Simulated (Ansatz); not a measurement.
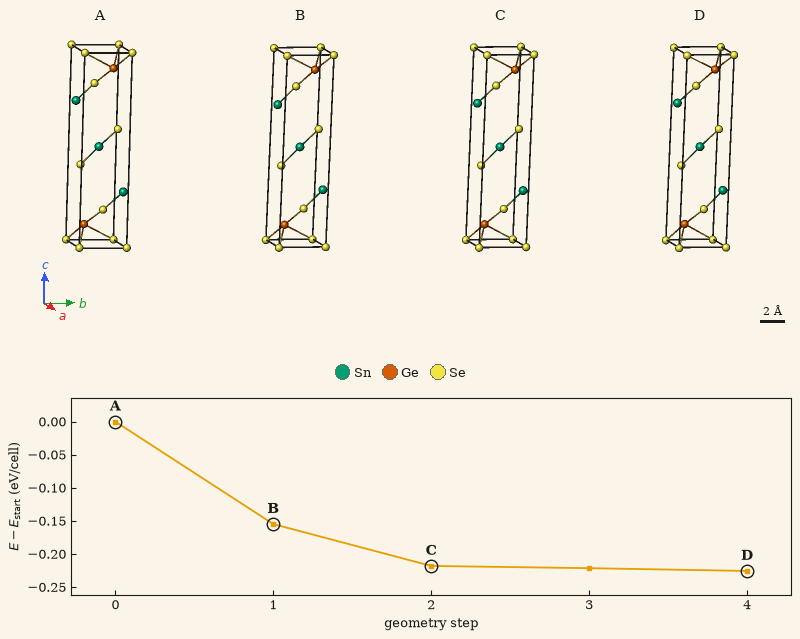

Frames of a relaxation of solid Sn₃Ge₂Se₅ (a generated structure, set up in P1) (coarse preliminary run), marked on the history of the run. A ball-and-stick model of the cell of the calculation, seen slightly off an axis.

All numbers below come from DFT PBE, scalar-relativistic, plane waves, PAW in Ansatz.

The input:
```yaml
crystal:
  lattice:
    - [-2.0851442291, 3.6169264598, -0.0405488966]
    - [-4.203670682, -0.0192732359, -0.0571731249]
    - [-1.8616126181, 1.1425245873, 17.3008324525]
  atoms:
    - { symbol: Sn, position: [0.8974643057, 0.9232980364, 0.2834132675] }
    - { symbol: Sn, position: [0.0913798536, 0.1023232038, 0.7181388807] }
    - { symbol: Sn, position: [0.4891990529, 0.5006297371, 0.4985282165] }
    - { symbol: Ge, position: [0.3262180806, 0.2762773336, 0.0940900126] }
    - { symbol: Ge, position: [0.6832531184, 0.7057211837, 0.9083047505] }
    - { symbol: Se, position: [0.6056701332, 0.5916846343, 0.1801009723] }
    - { symbol: Se, position: [1.0020240516, 1.0022805148, 0.001043426] }
    - { symbol: Se, position: [0.3953865435, 0.395906764, 0.8198917428] }
    - { symbol: Se, position: [0.7886520718, 0.8027895319, 0.6005722893] }
    - { symbol: Se, position: [0.2207527888, 0.1990890605, 0.3959164419] }
basis:
  ecutwfc: 420
kpoints:
  mp_grid: { grid: [6, 6, 6] }
hamiltonian:
  xc: pbe
scf:
  occupations: { method: gaussian, width: 0.2 }
  lower_state_search: "off"
output:
  forces: true
  stress: true
  eigenvalues: true
relax:
  adjacent_minimum: "off"
  f_tol: 0.025
  max_steps: 60
  cell: { stress_tol: 0.25 }
```

Command:
```bash
ansatz run input.yaml --threads 4 --pin off --max-ram 8192MiB --backend cpu --events-out ev --progress --plain --runs-dir out
```

### What happens along the run?

The run was cut off at its time limit before the relaxation converged, so the last structure is only a point on the way. Over 4 geometry steps the energy falls by 0.226 eV per cell of the calculation. The largest force component goes from 0.63 to 0.08 eV/Å. Pressure: −1.15 GPa at the start and −0.02 GPa at the end. The atom that moves furthest relative to the cell is Sn1 (0.13 Å along [0 −2 1]). Largest moves by element: Sn 0.13 Å, Se 0.09 Å, Ge 0.08 Å. Cell: a 4.175 → 4.165 Å (−0.3 %), b 4.204 → 4.167 Å (−0.9 %), c 17.438 → 17.257 Å (−1.0 %), α 84.7° → 83.1°, β 84.2° → 83.1°, γ 60.3° → 60.0°. Volume −2.7 %. Some distances before and after: Sn1–Se10 3.208 → 3.001 Å, Sn2–Se9 3.191 → 3.035 Å, Sn3–Se10 2.881 → 3.023 Å, Ge5–Se7 2.962 → 2.837 Å. Among the angles between lasting bonds that change: Se10–Sn1–Se10 83.8° → 88.5°, Sn1–Se10–Sn1 83.8° → 88.5°, Se10–Sn1–Se10 84.7° → 88.6°. The space group stays P1 (No. 1). From step 0 to 1: Sn2 moves most (0.19 Å), volume −4.1 %, energy −0.155 eV per cell of the calculation. From step 1 to 2: Sn2 moves most (0.09 Å), volume +1.5 %, energy −63.3 meV per cell of the calculation. From step 2 to 4: Ge and Se atoms move most (0.03 Å), volume −0.1 %, energy −7.6 meV per cell of the calculation.
